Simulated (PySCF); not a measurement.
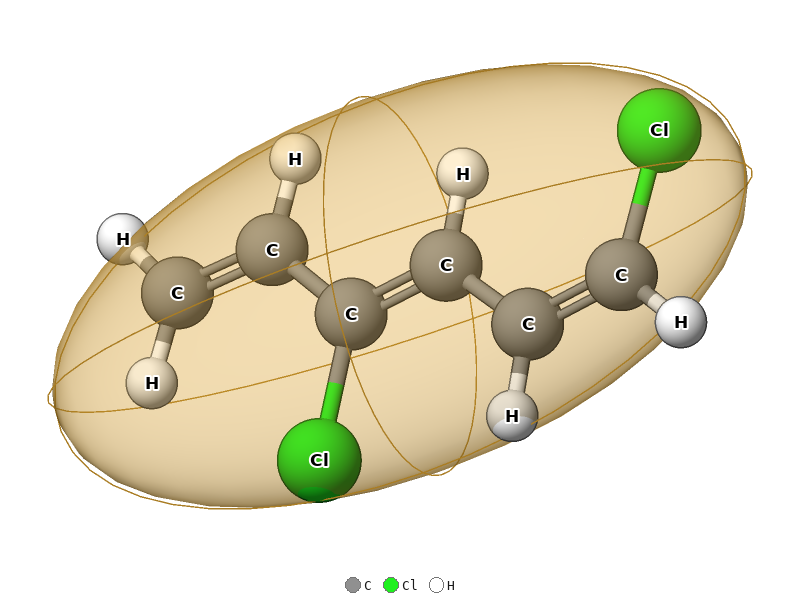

The ellipsoid shows the static dipole polarisability: its half-axes are proportional to the principal values. Computed geometry: GFN2-xTB optimisation. No frequency run is at hand to confirm it as a minimum. Level of theory: CAM-B3LYP/def2-SVPD (PySCF 2.14.0).

> Give the principal values, the mean and the anisotropy.

Principal values 62.9, 96.0, 198.2 bohr³; mean 119.0 bohr³ (17.64 Å³); anisotropy 122.2 bohr³, so the longest axis is 3.15 times the shortest.
